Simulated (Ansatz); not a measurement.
# Grüneisen parameters and expansion of Pt (Fm-3m), part 2 of 3

Which modes of Pt drive its thermal expansion?

Ansatz 0.2.0; DFT PBEsol, scalar-relativistic, plane waves, PAW; PAW set soft_1.

So far. Step 2 (A first coarse run): The start is under -1.4 GPa at this level and looks like a metal on this mesh. Step 4 (Relaxing to small residual forces and stress): The residual pressure is 3.1e-4 GPa, small enough for phonons.

### Step 5. Phonons, V/V0 1

The same q-mesh and k-mesh are kept at every volume, so that much of their error can cancel in the differences.

input.yaml

```yaml
crystal:
  lattice:
    - [0.0, 1.9588329656, 1.9588329656]
    - [1.9588329656, 0.0, 1.9588329656]
    - [1.9588329656, 1.9588329656, 0.0]
  atoms:
    - { symbol: Pt, position: [0.0, 0.0, 0.0] }
kpoints:
  mp_grid: { grid: [20, 20, 20] }
hamiltonian:
  xc: pbesol
  pseudopotentials: { kind: paw, azcp: { folder: soft_1 }, xc_functional: pbe }
scf:
  occupations: { method: methfessel_paxton, width: 0.2 }
  lower_state_search: "off"
output:
  eigenvalues: true
phonons:
  method: dfpt
  qmesh: [4, 4, 4]
  temperatures: { t_max: 1000, t_step: 50 }
  qpath:
    path:
      - [[0.0, 0.0, 0.0], [0.5, 0.0, 0.5], [0.625, 0.25, 0.625]]
      - [[0.375, 0.375, 0.75], [0.0, 0.0, 0.0], [0.5, 0.5, 0.5], [0.5, 0.25, 0.75], [0.5, 0.0, 0.5]]
    npoints: 10
```

On the command line:

```console
> ansatz run input.yaml --threads 8 --pin off --max-ram 16384MiB --backend cpu --events-out ev --progress --plain --runs-dir out
```

Numbers of over 12 decimals in the logs are rounded to 6 here.

The program printed:

```text
[...]
Crystal: 1 atoms, lattice volume = 15.032 Å³
Basis set: ecut = 420 eV, 283 PW (Γ), exchange–correlation on 40×40×40 points (8 copies of the dense FFT grid, shifted against one another)
Bands: 13, of which v1, the nominal top of the filled ones, is band 9 counted from 1 (8 counted from 0)
Symmetry: 48 space group operations
k-points: 256 of 8000
[...]
SCF iter   1: F=—  HF=-12385.799149 eV  |F-HF|=—  |Δ(HF+E_count)|=         —  Δρ=9.29e-2  dr2=1.23e0  ethr=3.10e-3  ⟨swp⟩=5.0  Hψ=16146  notcnv=0
[...]
SCF iter   8: F=-12385.386286 eV  HF=-12385.386286 eV  |F-HF|=1.82e-12  |Δ(HF+E_count)|=  1.46e-11  S|Δr|=    0.00e0  Δρ=3.41e-8  dr2=8.72e-14  ethr=1.00e-12  ⟨swp⟩=5.0  Hψ=12721  notcnv=0
SCF 1 converged in 8 iterations: F = -12385.386286 eV  dr2 = 8.72e-14
[...]
NSCF: frozen V_eff on 256 k-points
[...]
DFPT response loops at q = (0, 0, 0) (fractional): preconditioner auto → Kerker (q_TF=auto, 2.811 Å⁻¹) (partly filled bands, converged f_vac=0.000); β = 1.00, the filter's whole step (`scf.mixing.beta` (0.50) is not read by the response loops under this deck's `scf.mixing.preconditioner`; to damp them name `kerker` or `kerker_dos`, under which they read `scf.mixing.beta`, and type it under 1.00, their step now; both keys bind the ground state too); Broyden in place of MSR1
[...]
SCF converged after 8 iterations
[...]
Free energy (F): -12385.386286 eV
[...]
Internal energy: -12385.385146 eV  (E = F + TS)
E sigma→0 (E₀):  -12385.386001 eV
Entropy (-TS):   -0.001140 eV (-1.140 meV/atom)
Fermi energy:    23.332990 eV
[...]
--- Band table (eV; the first three rows and the last of 256) ---
  k-point 0: bands = [... 5 lower, 19.4905, 19.4905, 19.4905, 21.6869, 21.6869, 37.8931, 42.8385, 42.8385]
  k-point 1: bands = [... 5 lower, 19.4441, 19.5316, 19.5316, 21.6634, 21.6634, 38.0508, 42.2830, 42.9926]
  k-point 2: bands = [... 5 lower, 19.3213, 19.6426, 19.6426, 21.6088, 21.6088, 38.4905, 41.0745, 43.4437]
  k-point 255: bands = [... 5 lower, 18.7114, 18.7114, 21.3001, 23.8317, 30.4112, 31.5759, 31.5759, 35.3629]
--- Phonons (Γ-DFPT): 1 representative perturbation + reference (Σ response iterations 3) ---
  ASR residual: 4.816e-6 → 0.000e0 eV/Å²; symmetrization residual: 1.637e-11 eV/Å²
  ASR residual per site (eV/Å²): 4.82e-6
  Γ frequencies (cm⁻¹): 0.00 0.00 0.00
--- Phonons (arbitrary-q DFPT): 8 irreducible q on the 4×4×4 mesh ---
  q = [0.0000, 0.0000, 0.0000] (star 1, of the zone-centre solve; hermiticity 3.93e-8, symmetrization 3.40e-6): 0.00 0.00 0.00
  q = [0.0000, 0.0000, 0.2500] (star 8, 1 solved perturbation on 4200 of 8000 k-point pairs; hermiticity 7.81e-14, symmetrization 1.07e-12): 55.31 55.31 135.06
[...]
q = [0.0000, 0.2500, 0.2500] (star 6, 2 solved perturbations in 3420 linear systems a pass and spin channel, the states on 2210 of 8000 k-point pairs; hermiticity 8.15e-15, symmetrization 8.77e-14): 80.97 80.97 139.31
[...]
sum rule: each row above includes the acoustic sum rule's correction from the zone centre's row sums; it moved no ω² by more than (0.08 cm⁻¹)²
  mesh force constants: q→R imaginary residual 0.00e0; ASR residual 4.816e-6 → 0.000e0 eV/Å²; symmetrization residual 5.329e-15 eV/Å²
  interpolated dispersion: 62 rows × 3 modes
  density of states and harmonic sums: on the 28×28×28 q-mesh, interpolated from the force constants of a 4×4×4 supercell (no non-analytic term)
  largest difference from the sums on the solved wave vectors: F 1.45e-2 eV, S 1.85e-5 and C_V 4.18e-6 eV/K
  zero-point energy: 0.022725 eV/cell   skipped modes (ω ≤ 0): 3   left out of the sums: 4.56e-5 of the cell's modes: C_V's classical limit lies that fraction below 3 k_B per atom; for a crystal, a wire or a layer, F and S can be off by more, and a phonons.interpolated_qmesh denser along its periods is the remedy for the sampling
```

It took 78 s on 8 threads of Arm Neoverse V2, shared host; peak memory 3.7 GiB; 8.6 min of CPU time.

This step gave:

```
Γ frequencies                            : 0, 0, 0 cm⁻¹ (negative: imaginary)
lowest frequency on the path             : 0 cm⁻¹
zero-point energy                        : 0.02272 eV/cell
highest frequency                        : 198.6 cm⁻¹
Debye temperature from the second moment : 240 K
```

No LO-TO term. Phonon branches along the path, in cm⁻¹:

```tsv
point	branch 1	branch 2	branch 3
Γ	0	0	0
X	130	130	194
U	117	145	171
jump to K	117	145	171
Γ	0	0	0
L	96	96	199
W	114	157	157
X	130	130	194
```

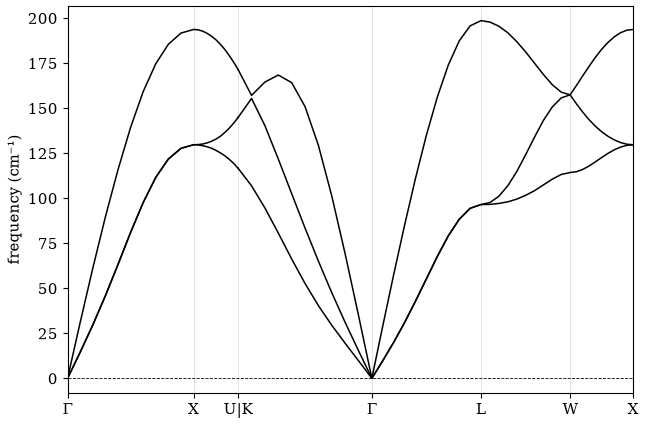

Phonon branches along the path.

The phonon density of states has structure finer than the step of the table below, so its rows give means over 20 cm⁻¹, whole bins alone (the curve runs from 1 to 199 cm⁻¹). Peaks (cm⁻¹: height): 97.0: 0.0377, 179.0: 0.0375.

Tetrahedra on 28 28 28, mean over bins of 2 cm⁻¹. Table of phonon density of states by wavenumber; means over each step:

```tsv
wavenumber (cm⁻¹)	phonon density of states (1/cm⁻¹/cell)
20	0.00148
40	0.00477
60	0.00910
80	0.0162
100	0.0325
120	0.0263
140	0.0158
160	0.0138
180	0.0276
```

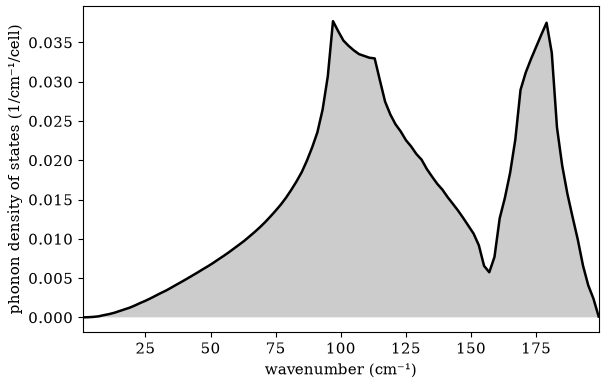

Phonon density of states, plotted against wavenumber.

Harmonic. Thermo, by row:

```tsv
T (K)	F_vib (meV/atom)	S (J/mol-atom/K)	C_V (J/mol-atom/K)
0	22.72	0	0
50	21.88	5.346	10.52
100	16.34	15.84	19.17
150	5.85	24.25	22.07
200	-8.48	30.79	23.25
250	-25.84	36.05	23.84
300	-45.68	40.42	24.17
350	-67.62	44.16	24.37
400	-91.37	47.43	24.5
450	-116.7	50.32	24.59
500	-143.5	52.91	24.66
550	-171.5	55.27	24.71
600	-200.7	57.42	24.75
650	-231	59.4	24.77
700	-262.3	61.24	24.8
750	-294.4	62.95	24.82
800	-327.5	64.55	24.83
850	-361.3	66.06	24.84
900	-395.9	67.48	24.85
950	-431.2	68.82	24.86
1000	-467.2	70.1	24.87
```

Phonopy on the run's constants, 21x21x21 mesh, Gaussian sigma 2.0 cm⁻¹. Table of modes, Pt by wavenumber; read off at these points:

```tsv
wavenumber (cm⁻¹)	modes, Pt (1/cm⁻¹/cell)
-10.0	0
0.0	5.9e-5
10.0	4.9e-4
20.0	0.0019
30.0	0.00384
40.0	0.00559
50.0	0.00751
60.0	0.00809
70.0	0.0104
80.0	0.0138
90.0	0.0217
100.0	0.0365
110.0	0.0340
120.0	0.0257
130.0	0.0205
140.0	0.016
142.1	0.0171
150.0	0.0110
160.0	0.00985
170.0	0.0289
177.3	0.0353
180.0	0.0339
190.0	0.0114
200.0	5.3e-4
210.0	0
```

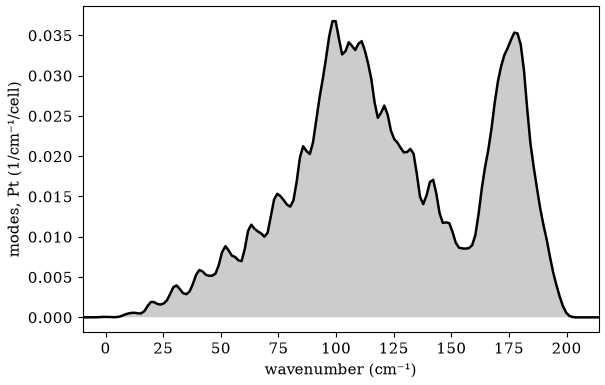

Modes, Pt, plotted against wavenumber.

No mode is imaginary beyond numerical noise at the solved wavevectors.

### Step 6. A cell at another volume, V/V0 1.015

Symmetry fixes every atom, so a single point at the scaled cell gives the energy and pressure of this member.

input.yaml, the sections that differ from step 5:

```yaml
crystal:
  lattice:
    - [0.0, 1.9685785636, 1.9685785636]
    - [1.9685785636, 0.0, 1.9685785636]
    - [1.9685785636, 1.9685785636, 0.0]
  atoms:
    - { symbol: Pt, position: [0.0, 0.0, 0.0] }
output:
  forces: true
  stress: true
  eigenvalues: true
# kpoints, hamiltonian, scf: as in step 5
# phonons: removed
```

The program printed:

```text
[...]
Crystal: 1 atoms, lattice volume = 15.258 Å³
Basis set: ecut = 420 eV, 307 PW (Γ), exchange–correlation on 40×40×40 points (8 copies of the dense FFT grid, shifted against one another)
Bands: 13, of which v1, the nominal top of the filled ones, is band 9 counted from 1 (8 counted from 0)
Symmetry: 48 space group operations
[...]
k-points: 256 of 8000
[...]
SCF iter   1: F=—  HF=-12385.801223 eV  |F-HF|=—  |Δ(HF+E_count)|=         —  Δρ=9.25e-2  dr2=1.25e0  ethr=3.10e-3  ⟨swp⟩=5.0  Hψ=16125  notcnv=0
[...]
SCF iter   6: F=-12385.383339 eV  HF=-12385.383339 eV  |F-HF|=6.13e-9  |Δ(HF+E_count)|=   3.03e-7  S|Δr|=    0.00e0  Δρ=8.08e-6  dr2=7.93e-9  ethr=5.56e-10  ⟨swp⟩=3.0  Hψ=12344  notcnv=0
SCF 1 converged in 6 iterations: F = -12385.383339 eV  dr2 = 7.93e-9
[...]
SCF converged after 6 iterations
[...]
Free energy (F): -12385.383339 eV
[...]
Internal energy: -12385.382046 eV  (E = F + TS)
E sigma→0 (E₀):  -12385.383016 eV
Entropy (-TS):   -0.001293 eV (-1.293 meV/atom)
Fermi energy:    22.871231 eV
[...]
--- Stress (GPa, compression-positive) ---
       -4.120176       0.000000      -0.000000
        0.000000      -4.120176      -0.000000
       -0.000000       0.000000      -4.120176
  P = ⅓ Tr σ = -4.1202 GPa (-41.202 kbar)
--- Band table (eV; the first three rows and the last of 256) ---
  k-point 0: bands = [... 5 lower, 19.1213, 19.1213, 19.1213, 21.2650, 21.2650, 37.4703, 42.3341, 42.3341]
  k-point 1: bands = [... 5 lower, 19.0763, 19.1615, 19.1615, 21.2422, 21.2422, 37.6247, 41.7797, 42.4846]
  k-point 2: bands = [... 5 lower, 18.9567, 19.2701, 19.2701, 21.1896, 21.1896, 38.0525, 40.5722, 42.9243]
  k-point 255: bands = [... 5 lower, 18.3596, 18.3596, 20.8934, 23.3550, 29.8451, 31.0387, 31.0387, 34.7732]
```

Run time: 1.1 s. Hardware: 8 threads; peak memory 0.31 GiB; 3.2 s of CPU time.

Numbers from this step:

| Property | Result |
| --- | --- |
| pressure | -4.120 GPa |
| volume per atom | 15.26 Å³/atom |

The run ends at a pressure of -4.12 GPa.

### Step 7. Lattice dynamics at this volume, V/V0 1.015

The same q-mesh and k-mesh are kept at every volume, so that much of their error can cancel in the differences.

input.yaml, the sections that differ from step 6:

```yaml
output:
  eigenvalues: true
phonons:
  method: dfpt
  qmesh: [4, 4, 4]
  temperatures: { t_max: 1000, t_step: 50 }
  qpath:
    path:
      - [[0.0, 0.0, 0.0], [0.5, 0.0, 0.5], [0.625, 0.25, 0.625]]
      - [[0.375, 0.375, 0.75], [0.0, 0.0, 0.0], [0.5, 0.5, 0.5], [0.5, 0.25, 0.75], [0.5, 0.0, 0.5]]
    npoints: 10
# crystal, kpoints, hamiltonian, scf: as in step 6
```

The program printed:

```text
[...]
Crystal: 1 atoms, lattice volume = 15.258 Å³
Basis set: ecut = 420 eV, 307 PW (Γ), exchange–correlation on 40×40×40 points (8 copies of the dense FFT grid, shifted against one another)
Bands: 13, of which v1, the nominal top of the filled ones, is band 9 counted from 1 (8 counted from 0)
Symmetry: 48 space group operations
k-points: 256 of 8000
[...]
k-point 255: bands = [... 5 lower, 18.3597, 18.3597, 20.8934, 23.3551, 29.8451, 31.0387, 31.0387, 34.7732]
[...]
ASR residual: 1.637e-5 → 0.000e0 eV/Å²; symmetrization residual: 6.065e-13 eV/Å²
  ASR residual per site (eV/Å²): 1.64e-5
  Γ frequencies (cm⁻¹): 0.00 0.00 0.00
--- Phonons (arbitrary-q DFPT): 8 irreducible q on the 4×4×4 mesh ---
[...]
interpolated dispersion: 62 rows × 3 modes
[...]
[key lines of the parts left out:]
SCF converged after 8 iterations
Free energy (F): -12385.383339 eV
Fermi energy:    22.871306 eV
```

Wall time 75 s (8 threads); peak memory 3.7 GiB; 8.3 min of CPU time.

No LO-TO term. Phonon branches along the path, in cm⁻¹:

```tsv
point	branch 1	branch 2	branch 3
Γ	0	0	0
X	125	125	186
U	112	139	164
jump to K	112	139	164
Γ	0	0	0
L	93	93	191
W	109	151	151
X	125	125	186
```

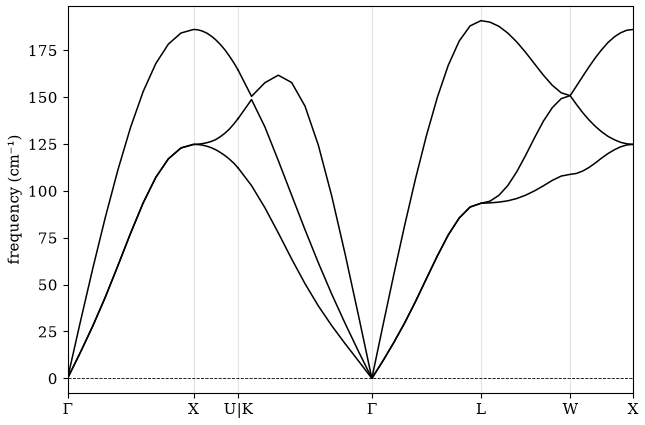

Phonon branches along the path.

No mode is imaginary beyond numerical noise at the solved wavevectors.

### Step 8. Single point at a scaled cell, V/V0 0.985

Symmetry fixes every atom, so a single point at the scaled cell gives the energy and pressure of this member.

input.yaml, the sections that differ from step 7:

```yaml
crystal:
  lattice:
    - [0.0, 1.9489894177, 1.9489894177]
    - [1.9489894177, 0.0, 1.9489894177]
    - [1.9489894177, 1.9489894177, 0.0]
  atoms:
    - { symbol: Pt, position: [0.0, 0.0, 0.0] }
output:
  forces: true
  stress: true
  eigenvalues: true
# kpoints, hamiltonian, scf: as in step 7
# phonons: removed
```

The program printed:

```text
[...]
Crystal: 1 atoms, lattice volume = 14.807 Å³
Basis set: ecut = 420 eV, 283 PW (Γ), exchange–correlation on 40×40×40 points (8 copies of the dense FFT grid, shifted against one another)
Bands: 13, of which v1, the nominal top of the filled ones, is band 9 counted from 1 (8 counted from 0)
Symmetry: 48 space group operations
[...]
k-points: 256 of 8000
[...]
--- Band table (eV; the first three rows and the last of 256) ---
  k-point 0: bands = [... 5 lower, 19.8703, 19.8703, 19.8703, 22.1215, 22.1215, 38.3258, 43.3551, 43.3551]
  k-point 1: bands = [... 5 lower, 19.8227, 19.9124, 19.9124, 22.0972, 22.0972, 38.4879, 42.7984, 43.5133]
  k-point 2: bands = [... 5 lower, 19.6963, 20.0258, 20.0258, 22.0407, 22.0407, 38.9399, 41.5891, 43.9761]
  k-point 255: bands = [... 5 lower, 19.0735, 19.0735, 21.7186, 24.3232, 30.9942, 32.1298, 32.1298, 35.9708]
[key lines of the parts left out:]
SCF converged after 6 iterations
Free energy (F): -12385.383146 eV
Fermi energy:    23.809000 eV
P = ⅓ Tr σ = 4.5344 GPa (45.344 kbar)
```

Run time: 0.58 s. Hardware: 8 threads; peak memory 0.31 GiB; 2.7 s of CPU time.

The run ends at a pressure of 4.53 GPa.

### Step 9. Phonons, V/V0 0.985

The same q-mesh and k-mesh are kept at every volume, so that much of their error can cancel in the differences.

input.yaml, the sections that differ from step 8:

```yaml
output:
  eigenvalues: true
phonons:
  method: dfpt
  qmesh: [4, 4, 4]
  temperatures: { t_max: 1000, t_step: 50 }
  qpath:
    path:
      - [[0.0, 0.0, 0.0], [0.5, 0.0, 0.5], [0.625, 0.25, 0.625]]
      - [[0.375, 0.375, 0.75], [0.0, 0.0, 0.0], [0.5, 0.5, 0.5], [0.5, 0.25, 0.75], [0.5, 0.0, 0.5]]
    npoints: 10
# crystal, kpoints, hamiltonian, scf: as in step 8
```

The program printed:

```text
[...]
Crystal: 1 atoms, lattice volume = 14.807 Å³
Basis set: ecut = 420 eV, 283 PW (Γ), exchange–correlation on 40×40×40 points (8 copies of the dense FFT grid, shifted against one another)
Bands: 13, of which v1, the nominal top of the filled ones, is band 9 counted from 1 (8 counted from 0)
Symmetry: 48 space group operations
k-points: 256 of 8000
[...]
k-point 255: bands = [... 5 lower, 19.0734, 19.0734, 21.7186, 24.3232, 30.9942, 32.1298, 32.1298, 35.9708]
[...]
ASR residual: 1.263e-4 → 0.000e0 eV/Å²; symmetrization residual: 1.971e-12 eV/Å²
  ASR residual per site (eV/Å²): 1.26e-4
  Γ frequencies (cm⁻¹): 0.00 0.00 0.00
--- Phonons (arbitrary-q DFPT): 8 irreducible q on the 4×4×4 mesh ---
[...]
interpolated dispersion: 62 rows × 3 modes
[...]
[key lines of the parts left out:]
SCF converged after 7 iterations
Free energy (F): -12385.383146 eV
Fermi energy:    23.808961 eV
```

It took 74 s on 8 threads; peak memory 3.7 GiB; 8.3 min of CPU time.

No LO-TO term. The phonon branches at the labelled points (cm⁻¹):

```tsv
point	branch 1	branch 2	branch 3
Γ	0	0	0
X	135	135	202
U	121	151	179
jump to K	121	151	179
Γ	0	0	0
L	100	100	207
W	120	164	164
X	135	135	202
```

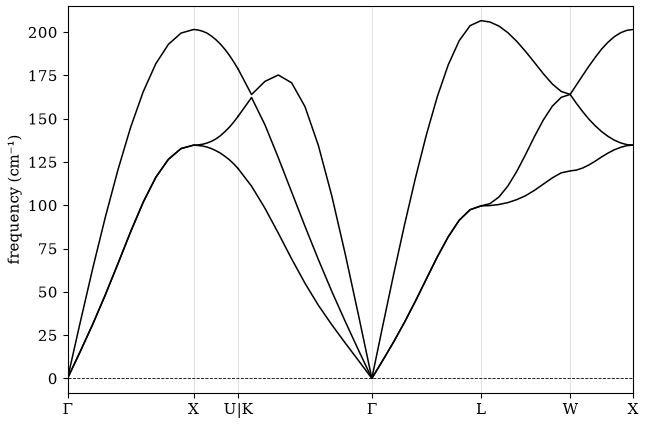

Phonon branches along the path.

No mode is imaginary beyond numerical noise at the solved wavevectors.

### Step 10. Single point at a scaled cell, V/V0 1.03

Symmetry fixes every atom, so a single point at the scaled cell gives the energy and pressure of this member.

input.yaml, the sections that differ from step 9:

```yaml
crystal:
  lattice:
    - [0.0, 1.9782286127, 1.9782286127]
    - [1.9782286127, 0.0, 1.9782286127]
    - [1.9782286127, 1.9782286127, 0.0]
  atoms:
    - { symbol: Pt, position: [0.0, 0.0, 0.0] }
output:
  forces: true
  stress: true
  eigenvalues: true
# kpoints, hamiltonian, scf: as in step 9
# phonons: removed
```

The program printed:

```text
[...]
Crystal: 1 atoms, lattice volume = 15.483 Å³
Basis set: ecut = 420 eV, 307 PW (Γ), exchange–correlation on 40×40×40 points (8 copies of the dense FFT grid, shifted against one another)
Bands: 13, of which v1, the nominal top of the filled ones, is band 9 counted from 1 (8 counted from 0)
Symmetry: 48 space group operations
[...]
k-points: 256 of 8000
[...]
--- Band table (eV; the first three rows and the last of 256) ---
  k-point 0: bands = [... 5 lower, 18.7625, 18.7625, 18.7625, 20.8554, 20.8554, 37.0591, 41.8421, 41.8421]
  k-point 1: bands = [... 5 lower, 18.7188, 18.8019, 18.8019, 20.8334, 20.8334, 37.2092, 41.2886, 41.9886]
  k-point 2: bands = [... 5 lower, 18.6025, 18.9082, 18.9082, 20.7825, 20.7825, 37.6253, 40.0815, 42.4173]
  k-point 255: bands = [... 5 lower, 18.0181, 18.0181, 20.4983, 22.8928, 29.2956, 30.5177, 30.5177, 34.2011]
[key lines of the parts left out:]
SCF converged after 6 iterations
Free energy (F): -12385.374869 eV
Fermi energy:    22.423294 eV
P = ⅓ Tr σ = -7.8628 GPa (-78.628 kbar)
```

The job ended after 0.59 s (8 threads; peak memory 0.31 GiB; 2.8 s of CPU time).

The run ends at a pressure of -7.86 GPa.

### Step 11. Lattice dynamics at this volume, V/V0 1.03

The same q-mesh and k-mesh are kept at every volume, so that much of their error can cancel in the differences.

input.yaml, the sections that differ from step 10:

```yaml
output:
  eigenvalues: true
phonons:
  method: dfpt
  qmesh: [4, 4, 4]
  temperatures: { t_max: 1000, t_step: 50 }
  qpath:
    path:
      - [[0.0, 0.0, 0.0], [0.5, 0.0, 0.5], [0.625, 0.25, 0.625]]
      - [[0.375, 0.375, 0.75], [0.0, 0.0, 0.0], [0.5, 0.5, 0.5], [0.5, 0.25, 0.75], [0.5, 0.0, 0.5]]
    npoints: 10
# crystal, kpoints, hamiltonian, scf: as in step 10
```

The program printed:

```text
[...]
Crystal: 1 atoms, lattice volume = 15.483 Å³
Basis set: ecut = 420 eV, 307 PW (Γ), exchange–correlation on 40×40×40 points (8 copies of the dense FFT grid, shifted against one another)
Bands: 13, of which v1, the nominal top of the filled ones, is band 9 counted from 1 (8 counted from 0)
Symmetry: 48 space group operations
k-points: 256 of 8000
[...]
k-point 255: bands = [... 5 lower, 18.0181, 18.0181, 20.4983, 22.8928, 29.2956, 30.5177, 30.5177, 34.2011]
[...]
ASR residual: 2.212e-4 → 0.000e0 eV/Å²; symmetrization residual: 9.853e-12 eV/Å²
  ASR residual per site (eV/Å²): 2.21e-4
  Γ frequencies (cm⁻¹): 0.00 0.00 0.00
--- Phonons (arbitrary-q DFPT): 8 irreducible q on the 4×4×4 mesh ---
[...]
interpolated dispersion: 62 rows × 3 modes
[...]
[key lines of the parts left out:]
SCF converged after 7 iterations
Free energy (F): -12385.374869 eV
Fermi energy:    22.423293 eV
```

The job ended after 74 s (8 threads; peak memory 3.7 GiB).

No mode is imaginary beyond numerical noise at the solved wavevectors.

(Continued in part 3 of 3.)

[Logs are printed without paths, hosts, clocks, repeated set-up lines and the standing remarks that a program may print on its own settings, such as how far it seeks lower states.]

[Hosts, paths, dates, database ids (printed as entryN), source tags and the programs' standing remarks are cut or masked in the printed files.]

[A step with changed settings may run another functional than the one named; its input shows which.]

[Of the runs on displaced cells, only some may be shown.]
